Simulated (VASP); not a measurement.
## A VASP study of CuSb (PBEsol): structure first, properties next

Aim: relax CuSb, then compute properties on the relaxed cell. The steps: full relaxation (PBEsol), density, ELF and potential (PBEsol), band structure (PBEsol), total and projected DOS (PBEsol), core levels (PBEsol), bands along the symmetry lines (HSE06) and vibrations at Γ (PBEsol). The cell is invented: it takes the structure of a Materials Project entry for TlAs (space group 216 there), with all of its atoms replaced by other elements, volume scaled by an estimate. It may not be a known or stable phase.

Main program and level: VASP 6.6.1; PBEsol; plane waves and PAW (Sb, Cu), in the first sound run; inputs show where later runs differ.

## Step 1: The structure

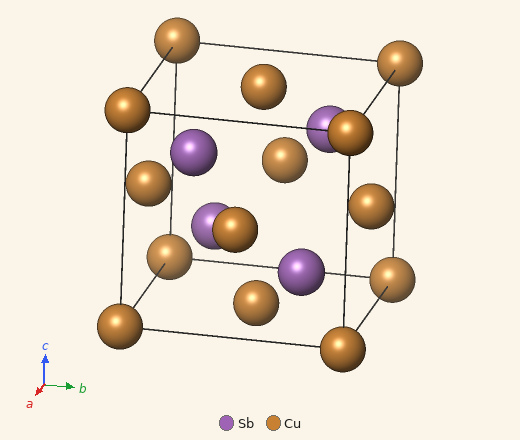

The starting structure, seen slightly off an axis (antimony purple, copper orange). This picture shows the conventional cell, with its axes. Some periodic images of atoms are drawn too.

## Step 2: Full relaxation (PBEsol)

The start need not lie at this functional's minimum. ISIF = 3 frees volume, shape and positions, and EDIFFG sets the threshold on forces and stress at which the search stops. PBEsol restores the gradient expansion of exchange and is tuned for the cells of solids.

INCAR

```
SYSTEM = CuSb
PREC = Accurate
ENCUT = 400
EDIFF = 1E-06
NELM = 100
ISMEAR = 0
SIGMA = 0.05
LREAL = .FALSE.
ALGO = Normal
GGA = PS
LORBIT = 11
LWAVE = .FALSE.
LCHARG = .FALSE.
IBRION = 2
NSW = 60
ISIF = 3
EDIFFG = -0.01
```

POSCAR

```
CuSb
1.0
    0.0000000000      2.8831010000      2.8831010000
    2.8831010000      0.0000000000      2.8831010000
    2.8831010000      2.8831010000      0.0000000000
Sb Cu
1 1
Direct
    0.7500000000      0.7500000000      0.7500000000
    0.0000000000      0.0000000000      0.0000000000
```

KPOINTS

```
Automatic mesh
0
Gamma
8 8 8
0 0 0
```

The projector-augmented-wave data sets are Sb and Cu (PBE family, release 64).

Launch:

```console
mpirun -np 1 vasp_std
```

Log:

```text
[banner, memory and clock lines left out]
running    1 mpi-ranks, on    1 nodes
 distrk:  each k-point on    1 cores,    1 groups
 distr:  one band on    1 cores,    1 groups

 POSCAR found type information on POSCAR SbCu
 POSCAR found :  2 types and       2 ions
|                                                                             |
|               ----> ADVICE to this user running VASP <----                  |
|                                                                             |
|     You enforced a specific xc type in the INCAR file but a different       |
|     [... a line on the potential file left out ...]
|     I HOPE YOU KNOW WHAT YOU ARE DOING!                                     |
|                                                                             |

 LDA part: xc-table for (Slater+PW92), standard interpolation
 POSCAR, INCAR and KPOINTS ok, starting setup
 FFT: planning ... GRIDC
 FFT: planning ... GRID_SOFT
 FFT: planning ... GRID
 WAVECAR not read
 entering main loop
       N       E                     dE             d eps       ncg     rms          rms(c)
DAV:   1     0.747993662518E+02    0.74799E+02   -0.59338E+03   696   0.116E+03
DAV:   2    -0.621970652428E+01   -0.81019E+02   -0.76287E+02   700   0.232E+02
DAV:   3    -0.954374557542E+01   -0.33240E+01   -0.32042E+01   912   0.609E+01
DAV:   4    -0.961709274872E+01   -0.73347E-01   -0.73304E-01   808   0.803E+00
DAV:   5    -0.962011087623E+01   -0.30181E-02   -0.30180E-02   992   0.184E+00    0.118E+01
DAV:   6    -0.109711475365E+02   -0.13510E+01   -0.43946E+01   800   0.203E+02    0.986E+00
DAV:   7    -0.819742135896E+01    0.27737E+01   -0.86473E+00   816   0.905E+01    0.267E+00
DAV:   8    -0.813872202103E+01    0.58699E-01   -0.38620E-01  1064   0.115E+01    0.134E+00
DAV:   9    -0.810764563919E+01    0.31076E-01   -0.14631E-01   900   0.113E+01    0.708E-01
DAV:  10    -0.810713561961E+01    0.51002E-03   -0.16525E-02   840   0.147E+00    0.220E-01
DAV:  11    -0.810666472987E+01    0.47089E-03   -0.12187E-03  1060   0.932E-01    0.181E-01
DAV:  12    -0.810656506247E+01    0.99667E-04   -0.38401E-04  1036   0.474E-01    0.802E-02
DAV:  13    -0.810656247396E+01    0.25885E-05   -0.45682E-05  1112   0.152E-01    0.122E-02
DAV:  14    -0.810656099296E+01    0.14810E-05   -0.64343E-06   740   0.758E-02    0.175E-03
DAV:  15    -0.810656104266E+01   -0.49700E-07   -0.31249E-07   440   0.160E-02
   1 F= -.81065610E+01 E0= -.81047311E+01  d E =-.810656E+01
 curvature:   0.00 expect dE= 0.000E+00 dE for cont linesearch  0.000E+00
 trial: gam= 0.00000 g(F)=  0.102E-44 g(S)=  0.366E-03 ort = 0.000E+00 (trialstep = 0.100E+01)
 search vector abs. value=  0.366E-03
 bond charge predicted
       N       E                     dE             d eps       ncg     rms          rms(c)
DAV:   1    -0.811460350541E+01   -0.80425E-02   -0.11082E-01   812   0.946E+00    0.760E-01
DAV:   2    -0.811565809500E+01   -0.10546E-02   -0.13669E-01   820   0.119E+01    0.615E-01
DAV:   3    -0.810696913707E+01    0.86890E-02   -0.42017E-02   828   0.673E+00    0.121E-01
DAV:   4    -0.810673644858E+01    0.23269E-03   -0.95183E-04   724   0.281E-01    0.328E-02
DAV:   5    -0.810671343101E+01    0.23018E-04   -0.66834E-05  1028   0.206E-01    0.194E-02
DAV:   6    -0.810671078758E+01    0.26434E-05   -0.91747E-06  1036   0.360E-02    0.700E-03
DAV:   7    -0.810670997255E+01    0.81504E-06   -0.13623E-06   384   0.367E-02
   2 F= -.81067100E+01 E0= -.81048950E+01  d E =-.148930E-03
 trial-energy change:   -0.000149  1 .order   -0.000123   -0.000366    0.000119
 step:   0.8043(harm=  0.7541)  dis= 0.00000  next Energy=    -8.106721 (dE=-0.160E-03)
 bond charge predicted
       N       E                     dE             d eps       ncg     rms          rms(c)
DAV:   1    -0.810702323182E+01   -0.31244E-03   -0.42330E-03   816   0.186E+00    0.146E-01
DAV:   2    -0.810704579408E+01   -0.22562E-04   -0.49867E-03   824   0.228E+00    0.118E-01
DAV:   3    -0.810673350477E+01    0.31229E-03   -0.15970E-03   824   0.130E+00    0.255E-02
DAV:   4    -0.810672271595E+01    0.10789E-04   -0.34181E-05   876   0.928E-02    0.504E-03
DAV:   5    -0.810672245549E+01    0.26047E-06   -0.81421E-07   420   0.170E-02
   3 F= -.81067225E+01 E0= -.81049046E+01  d E =-.161413E-03
 curvature:  -0.36 expect dE=-0.222E-05 dE for cont linesearch -0.222E-05
 trial: gam= 0.00000 g(F)=  0.115E-45 g(S)=  0.613E-05 ort =-0.473E-04 (trialstep = 0.961E+00)
 search vector abs. value=  0.613E-05
 reached required accuracy - stopping structural energy minimisation
```

Wall time 31 s (1 MPI rank of AMD EPYC 7R43, shared host); peak memory 0.12 GiB.

Lines that name or quote the potential files are left out of all logs, and their timing lines are given in words.

OUTCAR, selected parts (step 2):

```text
ion  position               nearest neighbor table
   1  0.750  0.750  0.750-   2 2.50   2 2.50   2 2.50   2 2.50
   2  0.000  0.000  0.000-   1 2.50   1 2.50   1 2.50   1 2.50

  LATTYP: Found a face centered cubic cell.
 ALAT       =     5.7662020000

 Subroutine GETGRP returns: Found 24 space group operations
 (whereof 24 operations were pure point group operations)

The static configuration has the point symmetry T_d .

 Found     29 irreducible k-points:

   k-points           NKPTS =     29   k-points in BZ     NKDIM =     29   number of bands    NBANDS=     12

   dimension x,y,z NGX =    28 NGY =   28 NGZ =   28
   dimension x,y,z NGXF=    56 NGYF=   56 NGZF=   56

   ENCUT  =  400.0 eV  29.40 Ry    5.42 a.u.   6.65  6.65  6.65*2*pi/ulx,y,z

   NELECT =      16.0000    total number of electrons

 k-points in reciprocal lattice and weights: Automatic mesh
   0.00000000  0.00000000  0.00000000       0.002
   0.12500000  0.00000000  0.00000000       0.016
   0.25000000  0.00000000  0.00000000       0.016
   0.37500000  0.00000000  0.00000000       0.016
   0.50000000  0.00000000  0.00000000       0.008
   0.12500000  0.12500000  0.00000000       0.012
   0.25000000  0.12500000  0.00000000       0.047
   0.37500000  0.12500000  0.00000000       0.047
   0.50000000  0.12500000  0.00000000       0.047
[...]
-0.37500000  0.50000000  0.12500000       0.023
  -0.25000000  0.50000000  0.25000000       0.012

 average (electrostatic) potential at core
       1 -86.8883       2 -66.1518

 E-fermi :   5.2121

 k-point     1 :       0.0000    0.0000    0.0000
  band No.  band energies     occupation
    ...
      2       1.4591      2.00000
      3       1.4591      2.00000
      4       1.4591      2.00000
      5       2.1297      2.00000
      6       2.1297      2.00000
      7       7.8947      0.00000
      8       7.8947      0.00000
      9       7.8947      0.00000
     10       9.9920      0.00000
     11      10.9999      0.00000
    ...

 k-point     2 :       0.1250    0.0000    0.0000
  band No.  band energies     occupation
    ...
      2       1.3917      2.00000
      3       1.4832      2.00000
      4       1.4832      2.00000
      5       2.1228      2.00000
      6       2.1228      2.00000
      7       6.2769      0.00000
      8       7.5670      0.00000
      9       7.5670      0.00000
     10      10.2056      0.00000
     11      11.4015      0.00000
    ...

 k-point     3 :       0.2500    0.0000    0.0000
  band No.  band energies     occupation
    ...
      3       1.5351      2.00000
      4       1.5351      2.00000
      5       2.1173      2.00000
      6       2.1173      2.00000
      7       4.1547      2.00000
      8       6.9817      0.00000
      9       6.9817      0.00000
     10       9.7905      0.00000
     11      11.8554      0.00000
     12      11.8554      0.00000

  Total        0.0092044      0.0092044      0.0092044     -0.0000000      0.0000000      0.0000000
  in kB        0.3089537      0.3089537      0.3089537     -0.0000000      0.0000000      0.0000000
  external PRESSURE =       0.3089537 kB  Pullay stress =       0.0000000 kB

  energy-cutoff  :      400.00
  volume of cell :       47.73
      direct lattice vectors                 reciprocal lattice vectors
    -0.000000000  2.879125660  2.879125660    -0.173663834  0.173663834  0.173663834
     2.879125660  0.000000000  2.879125660     0.173663834 -0.173663834  0.173663834
     2.879125660  2.879125660 -0.000000000     0.173663834  0.173663834 -0.173663834

 POSITION                                       TOTAL-FORCE (eV/Angst)
 -----------------------------------------------------------------------------------
      4.31869      4.31869      4.31869         0.000000      0.000000      0.000000
      0.00000      0.00000      0.00000        -0.000000     -0.000000     -0.000000
 -----------------------------------------------------------------------------------
    total drift:                                0.000001      0.000001      0.000001

  FREE ENERGIE OF THE ION-ELECTRON SYSTEM (eV)
  ---------------------------------------------------
  free  energy   TOTEN  =        -8.1067224555 eV

  energy  without entropy=       -8.1030867712  energy(sigma->0) =       -8.10490461

 reached required accuracy - stopping structural energy minimisation

 total charge
# of ion       s       p       d       tot
------------------------------------------
    1        1.164   1.232   0.045   2.441
    2        0.507   0.380   9.157  10.044
--------------------------------------------------
tot          1.671   1.612   9.202  12.485

[... 3 further parts left out ...]
```

The k-mesh is coarse for a metal. The PAW data sets were made with PBE, which is usual practice but a small mismatch for other functionals. The run keeps the 24 symmetry operations of its start, so it cannot find a distortion of lower symmetry.

Relaxation path:

```
step  energy less that of the first step (eV)  largest force (eV/Å)  pressure (GPa)  volume (Å³)
   1                                   0.0000                0.0000           -0.24        47.93
   2                                  -0.0001                0.0000            0.08        47.68
   3                                  -0.0002                0.0000            0.03        47.73
```

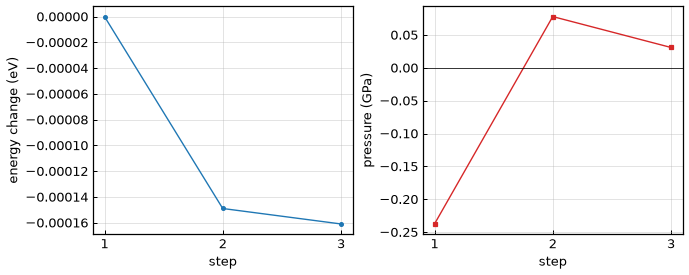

Energy and pressure along the relaxation.

```
conventional cell, symmetrised  before  after  change
                         a (Å)   5.766  5.758  -0.1 %
                         b (Å)   5.766  5.758  -0.1 %
                         c (Å)   5.766  5.758  -0.1 %
              volume (Å³/atom)   23.97  23.87  -0.4 %
```

The relaxed structure:

```cif
data_structure
_symmetry_space_group_name_H-M 'P 1'
_symmetry_Int_Tables_number 1
_cell_length_a 4.0717
_cell_length_b 4.0717
_cell_length_c 4.0717
_cell_angle_alpha 60.000
_cell_angle_beta 60.000
_cell_angle_gamma 60.000
_cell_volume 47.73
loop_
_atom_site_label
_atom_site_type_symbol
_atom_site_fract_x
_atom_site_fract_y
_atom_site_fract_z
_atom_site_occupancy
Sb1 Sb 0.75000 0.75000 0.75000 1
Cu2 Cu 0.00000 0.00000 0.00000 1
```

This step gave:

```
electrons                       : 16
bands                           : 12
irreducible k-points            : 29
symmetry operations             : 24
free energy (TOTEN)             : -8.107 eV
energy at zero smearing         : -8.105 eV
Fermi energy                    : 5.212 eV
pressure                        : 0.03090 GPa
metallic                        : yes
SCF cycles over all ionic steps : 27
```

It ends with forces that vanish by symmetry and a pressure of 0.03 GPa.

## Step 3: Density, ELF and potential (PBEsol)

The relaxed cell gets a fresh self-consistent run, on a basis set for its own volume, to fix the density and to check the remaining stress.

Changes to INCAR since step 2:

```diff
@@ -12,6 +12,5 @@
 LWAVE = .FALSE.
-LCHARG = .FALSE.
-IBRION = 2
-NSW = 60
-ISIF = 3
-EDIFFG = -0.01
+LCHARG = .TRUE.
+ISIF = 2
+LELF = .TRUE.
+LVHAR = .TRUE.
```

POSCAR

```
CuSb
1.0
    0.0000000000      2.8791256596      2.8791256596
    2.8791256596      0.0000000000      2.8791256596
    2.8791256596      2.8791256596      0.0000000000
Sb Cu
1 1
Direct
    0.7500000000      0.7500000000      0.7500000000
    0.0000000000      0.0000000000      0.0000000000
```

KPOINTS is that of step 2.

Launch:

```console
mpirun -np 1 vasp_std
```

Log:

```text
[banner, memory and clock lines left out]
running    1 mpi-ranks, on    1 nodes
 distrk:  each k-point on    1 cores,    1 groups
 distr:  one band on    1 cores,    1 groups

 POSCAR found type information on POSCAR SbCu
 POSCAR found :  2 types and       2 ions
 [... a notice as in an earlier step ...]

 LDA part: xc-table for (Slater+PW92), standard interpolation
 POSCAR, INCAR and KPOINTS ok, starting setup
 FFT: planning ... GRIDC
 FFT: planning ... GRID_SOFT
 FFT: planning ... GRID
 WAVECAR not read
 entering main loop
       N       E                     dE             d eps       ncg     rms          rms(c)
DAV:   1     0.737948105778E+02    0.73795E+02   -0.59841E+03   696   0.117E+03
DAV:   2    -0.638854228933E+01   -0.80183E+02   -0.75811E+02   700   0.229E+02
DAV:   3    -0.954435559587E+01   -0.31558E+01   -0.30183E+01   892   0.585E+01
DAV:   4    -0.961949857359E+01   -0.75143E-01   -0.75082E-01   820   0.805E+00
DAV:   5    -0.962259270375E+01   -0.30941E-02   -0.30939E-02  1016   0.188E+00    0.118E+01
DAV:   6    -0.109584536696E+02   -0.13359E+01   -0.43801E+01   796   0.203E+02    0.984E+00
DAV:   7    -0.819570606197E+01    0.27627E+01   -0.86256E+00   824   0.906E+01    0.267E+00
DAV:   8    -0.813885950520E+01    0.56847E-01   -0.38288E-01  1072   0.113E+01    0.134E+00
DAV:   9    -0.810755381414E+01    0.31306E-01   -0.14430E-01   884   0.112E+01    0.720E-01
DAV:  10    -0.810702775093E+01    0.52606E-03   -0.16436E-02   852   0.141E+00    0.210E-01
DAV:  11    -0.810657270365E+01    0.45505E-03   -0.11839E-03  1036   0.920E-01    0.173E-01
DAV:  12    -0.810647558026E+01    0.97123E-04   -0.37928E-04  1028   0.475E-01    0.766E-02
DAV:  13    -0.810647334955E+01    0.22307E-05   -0.44126E-05  1088   0.148E-01    0.115E-02
DAV:  14    -0.810647192667E+01    0.14229E-05   -0.63296E-06   732   0.757E-02    0.172E-03
DAV:  15    -0.810647197751E+01   -0.50845E-07   -0.32062E-07   436   0.164E-02
   1 F= -.81064720E+01 E0= -.81046542E+01  d E =-.363554E-02
```

It took 22 s on 1 MPI rank; peak memory 0.12 GiB.

From OUTCAR (step 3):

```text
  LATTYP: Found a face centered cubic cell.
 ALAT       =     5.7582513192

The static configuration has the point symmetry T_d .

 Found     29 irreducible k-points:

   ENCUT  =  400.0 eV  29.40 Ry    5.42 a.u.   6.64  6.64  6.64*2*pi/ulx,y,z

   NELECT =      16.0000    total number of electrons

 E-fermi :   5.2121

 k-point     1 :       0.0000    0.0000    0.0000
  band No.  band energies     occupation
    ...
      2       1.4595      2.00000
      3       1.4595      2.00000
      4       1.4595      2.00000
      5       2.1302      2.00000
      6       2.1302      2.00000
      7       7.8947      0.00000
      8       7.8947      0.00000
      9       7.8947      0.00000
     10       9.9920      0.00000
     11      10.9998      0.00000
    ...

 k-point     2 :       0.1250    0.0000    0.0000
  band No.  band energies     occupation
    ...
      2       1.3921      2.00000
      3       1.4836      2.00000
      4       1.4836      2.00000
      5       2.1234      2.00000
      6       2.1234      2.00000
      7       6.2770      0.00000
      8       7.5670      0.00000
      9       7.5670      0.00000
     10      10.2055      0.00000
     11      11.4015      0.00000
    ...

  Total        0.0117318      0.0117318      0.0117318     -0.0000000      0.0000000      0.0000000
  in kB        0.3937894      0.3937894      0.3937894     -0.0000000      0.0000000      0.0000000
  external PRESSURE =       0.3937894 kB  Pullay stress =       0.0000000 kB

  energy-cutoff  :      400.00
  volume of cell :       47.73
      direct lattice vectors                 reciprocal lattice vectors
     0.000000000  2.879125660  2.879125660    -0.173663834  0.173663834  0.173663834
     2.879125660  0.000000000  2.879125660     0.173663834 -0.173663834  0.173663834
     2.879125660  2.879125660  0.000000000     0.173663834  0.173663834 -0.173663834

 POSITION                                       TOTAL-FORCE (eV/Angst)
 -----------------------------------------------------------------------------------
      4.31869      4.31869      4.31869        -0.000000      0.000000      0.000000
      0.00000      0.00000      0.00000         0.000000     -0.000000      0.000000
 -----------------------------------------------------------------------------------
    total drift:                                0.000001      0.000001      0.000001

  FREE ENERGIE OF THE ION-ELECTRON SYSTEM (eV)
  ---------------------------------------------------
  free  energy   TOTEN  =        -8.1064719775 eV

  energy  without entropy=       -8.1028364402  energy(sigma->0) =       -8.10465421

[... 5 parts as in an earlier step ...]

[... 6 further parts left out ...]
```

This step gave:

```
SCF cycles          : 15
free energy (TOTEN) : -8.106 eV
pressure            : 0.03938 GPa
```

Valence electrons inside each PAW sphere by angular momentum. Sphere charges, by row:

```
atom  s (e)  p (e)  d (e)  tot (e)
 Sb1  1.164  1.232  0.045    2.441
 Cu2  0.507   0.38  9.157    10.04
```

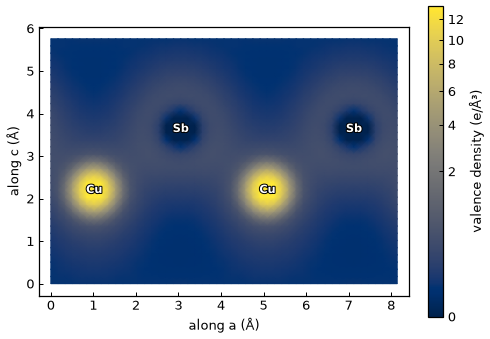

Valence density in the ac plane of a cell with a along [110], b along [-110] and c along [001] of the cube at fractional y = 0.000, with atoms of Sb and Cu within 0.2 Å of it. It is the smooth field of the valence electrons, not physical close to the nuclei. The map starts off the cell's origin, so that atoms lie inside it. The colour scale is stretched toward low values.

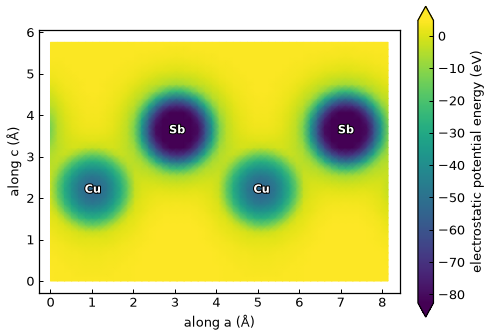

Electrostatic potential energy in the ac plane of a cell with a along [110], b along [-110] and c along [001] of the cube at fractional y = 0.000, with atoms of Sb and Cu within 0.2 Å of it. With pseudopotentials it is smooth inside the atoms' cores, unlike the true potential. The map starts off the cell's origin, so that atoms lie inside it.

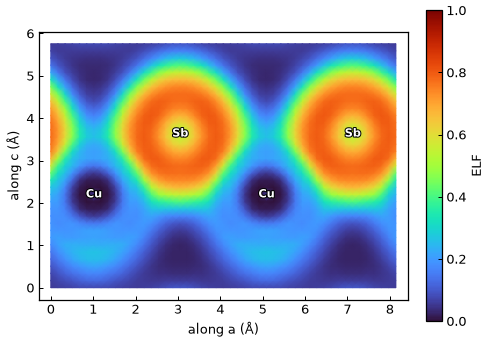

ELF in the ac plane of a cell with a along [110], b along [-110] and c along [001] of the cube at fractional y = 0.000, with atoms of Sb and Cu within 0.2 Å of it. It is the smooth field of the valence electrons, not physical close to the nuclei. The map starts off the cell's origin, so that atoms lie inside it.

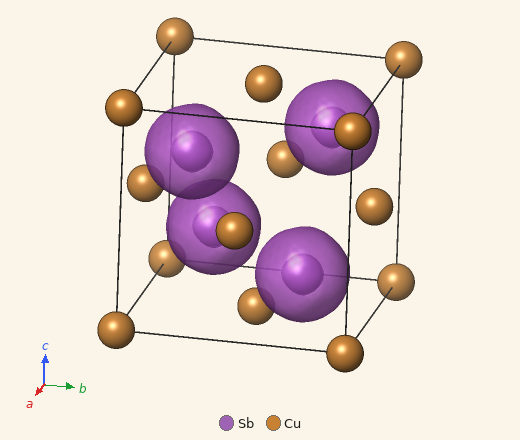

Surface of ELF = 0.72.

In this run the pressure is 0.04 GPa, small enough to go on.

(Continued in part 2 of 3.)

[Lines on the potential files, build, host, timing and source positions are cut from VASP's logs without a mark.]

[Logs are printed without paths, hosts, clocks, repeated set-up lines and the standing remarks that a program may print on its own settings, such as how far it seeks lower states.]

[Hosts, paths, dates, database ids (printed as entryN), source tags and the programs' standing remarks are cut or masked in the printed files.]

[A measured line is paired with the nearest computed mode of its activity, which favours agreement.]

[In band tables of VASP the shares of atoms and orbitals are scaled to a sum of 1 inside the atoms' spheres.]
